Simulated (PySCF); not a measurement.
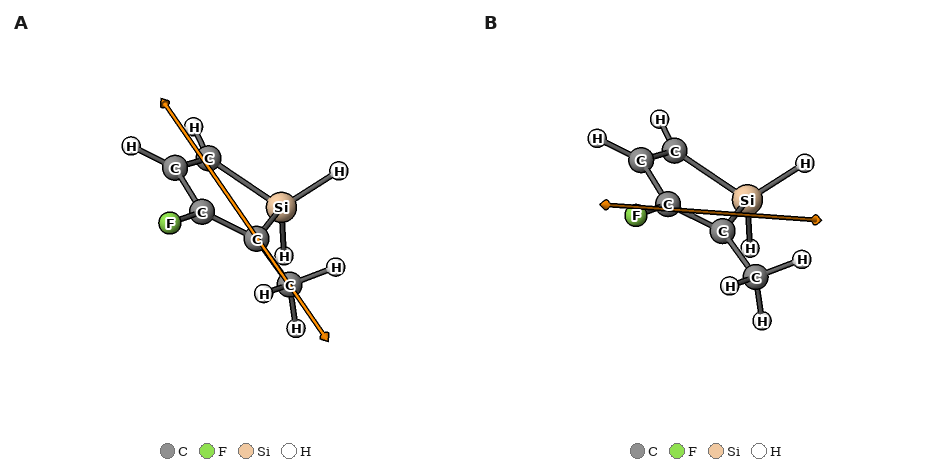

The double arrows show the directions of two transition dipoles from the ground state (lengths mean nothing). The geometry was computed by an optimisation with GFN2-xTB. No frequency run is at hand to confirm it as a minimum. Method: TDDFT ωB97X-D/def2-SVPD, vertical, gas phase, core orbitals frozen in the response (PySCF 2.14.0).

> One belongs to singlet state 1 and one to singlet state 6. Which is which?

A: state 1, 4.32 eV (287 nm), oscillator strength 0.078, mainly HOMO → LUMO (weight 0.98).
B: state 6, 6.84 eV (181 nm), oscillator strength 0.059, mainly HOMO−2 → LUMO (weight 0.73).

The geometry is semi-empirical. Around Si such bond lengths and angles can be off by a tenth of an ångström or more and by several degrees, and values that hang on the shape move with them.
